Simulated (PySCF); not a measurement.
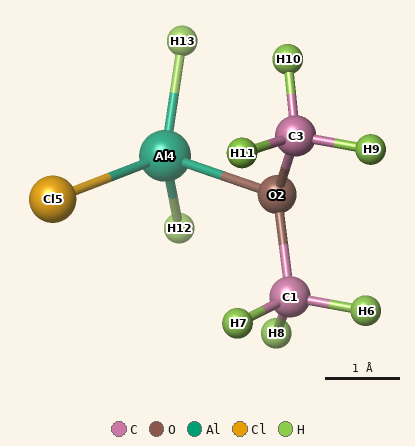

**Figure 1.** The input geometry (ball-and-stick view, seen at a tilt; atoms are numbered from 1 in the order of the input). Sticks mark near contacts. Bond lengths as drawn: Al–Cl 2.16 Å, Al–H 1.59 Å, Al–O 1.98 Å, C–H 1.10 Å and C–O 1.43 Å.

NMR shielding calculation, with input and output: C2H8AlClO

The run: NMR shielding calculation of C2H8AlClO, SMILES C[O+](C)[AlH2-][Cl]. Method and program: GIAO OPBE/pcSseg-1 NMR shielding, non-relativistic, gas phase (PySCF 2.14.0).

The geometry comes from this level: PBE0-D3(BJ)/def2-SVP. Figures and captions count atoms from 1; the log counts them from 0 in places.

## Input
```
{"job": {"kind": "nmr", "xc": "OPBE", "basis": "pcSseg-1", "pop": false}, "charge": 0, "multiplicity": 1}
C     -1.027894    -0.867462    -0.902622
O     -0.394849     0.004728     0.030924
C     -0.824813     1.360850    -0.056930
Al     1.532576    -0.297642     0.348073
Cl     2.190976     0.332007    -1.606443
H     -2.115242    -0.844899    -0.738622
H     -0.781828    -0.562871    -1.931569
H     -0.640148    -1.875709    -0.712150
H     -1.914315     1.405042     0.087480
H     -0.317529     1.911076     0.744417
H     -0.544109     1.783639    -1.034347
H      1.547543    -1.871917     0.575178
H      1.807768     0.754908     1.508161
```

The first line tells a small driver script what to run in PySCF; the rest is the geometry in Å.

Run on 1 CPU thread, shared host.

Run as:
```bash
OMP_NUM_THREADS=1 python <driver script> task.json out
```

## Output
```
coarse grid: 11472 points
cycle   1  E = -858.6492124840  dE =  1.064e-01  |g| = 4.709e-01  |ddm| = 2.982e+00
cycle   2  E = -858.6085438590  dE =  4.067e-02  |g| = 6.836e-01  |ddm| = 1.142e+00
cycle   3  E = -858.6998428833  dE = -9.130e-02  |g| = 1.307e-01  |ddm| = 6.510e-01
cycle   4  E = -858.7030788877  dE = -3.236e-03  |g| = 3.766e-02  |ddm| = 1.207e-01
cycle   5  E = -858.7033570630  dE = -2.782e-04  |g| = 7.204e-03  |ddm| = 4.473e-02
cycle   6  E = -858.7033720783  dE = -1.502e-05  |g| = 1.472e-03  |ddm| = 1.042e-02
cycle   7  E = -858.7033726435  dE = -5.652e-07  |g| = 3.214e-04  |ddm| = 1.770e-03
final grid: 100240 points
cycle   8  E = -858.7388774277  dE = -7.845e-05  |g| = 3.237e-02  |ddm| = 4.983e-02
cycle   9  E = -858.7385202670  dE =  3.572e-04  |g| = 5.445e-02  |ddm| = 5.058e-02
cycle  10  E = -858.7390305048  dE = -5.102e-04  |g| = 7.112e-03  |ddm| = 3.431e-02
cycle  11  E = -858.7390393216  dE = -8.817e-06  |g| = 1.189e-03  |ddm| = 6.660e-03
cycle  12  E = -858.7390396967  dE = -3.750e-07  |g| = 1.699e-04  |ddm| = 1.291e-03
cycle  13  E = -858.7390397032  dE = -6.514e-09  |g| = 3.975e-05  |ddm| = 2.091e-04
cycle  14  E = -858.7390397036  dE = -3.890e-10  |g| = 9.505e-06  |ddm| = 4.876e-05
```

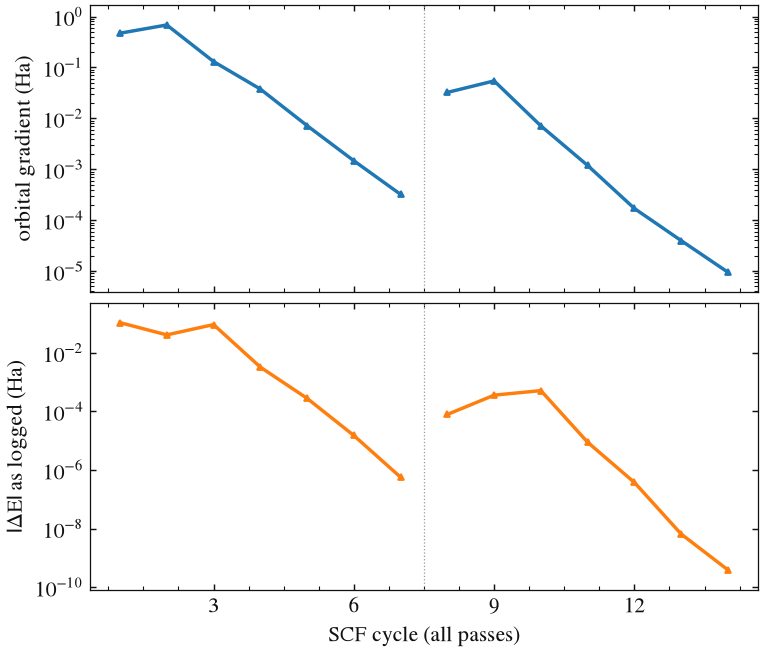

**Figure 2.** Convergence of the self-consistent field: orbital gradient and size of the energy change against the SCF cycle. The dotted line marks the change from a coarse to the final integration grid. The first 7 cycles use a coarse grid, the final grid takes over at cycle 8, and the field converges after 14 cycles in all.

```
converged SCF energy = -858.7390397036

GIAO shielding tensors (ppm)
atom      isotropic    diamagn.    paramagn.     s11        s22        s33       span
  0 C      123.981     247.462    -123.480     93.273     97.165    181.507     88.234
  1 O      311.315     399.014     -87.699    289.464    305.987    338.495     49.031
  2 C      124.109     247.511    -123.402     93.057     97.290    181.980     88.923
  3 Al     421.511     795.858    -374.347    388.651    400.343    475.537     86.886
  4 Cl     991.482    1150.684    -159.202    886.444   1018.854   1069.148    182.703
  5 H       28.049      29.324      -1.275     24.415     25.503     34.229      9.814
  6 H       27.480      29.681      -2.200     22.975     27.036     32.430      9.455
  7 H       27.149      29.820      -2.670     23.104     25.370     32.974      9.870
  8 H       28.068      29.361      -1.293     24.467     25.495     34.240      9.773
  9 H       27.164      29.877      -2.713     23.103     25.356     33.032      9.929
 10 H       27.462      29.708      -2.246     22.967     26.954     32.467      9.500
 11 H       27.031      29.839      -2.807     23.800     25.133     32.160      8.360
 12 H       27.039      29.868      -2.828     23.807     25.171     32.140      8.332
```

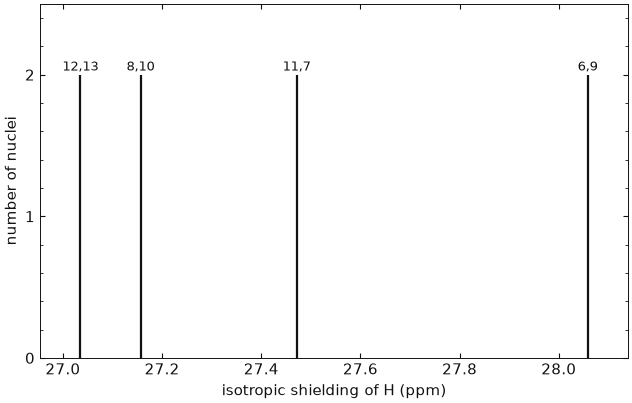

**Figure 3.** Isotropic shieldings of the hydrogen nuclei in this fixed geometry, labelled by atom number; shielding grows to the right, so chemical shift grows to the left. The least shielded is H12 (27.0 ppm), the most shielded H9 (28.1 ppm).

## Summary

- outcome: converged
- total energy: −858.739040 hartree
- HOMO: −6.34 eV
- LUMO: −0.26 eV
- dipole moment: 5.37 D
- isotropic shielding, C: 124.0 to 124.1 ppm
- isotropic shielding, O: 311.3 ppm
- isotropic shielding, Al: 421.5 ppm
- isotropic shielding, Cl: 991.5 ppm
- isotropic shielding, H: 27.0 to 28.1 ppm
- wall time: 16 s
- peak memory: 0.74 GiB
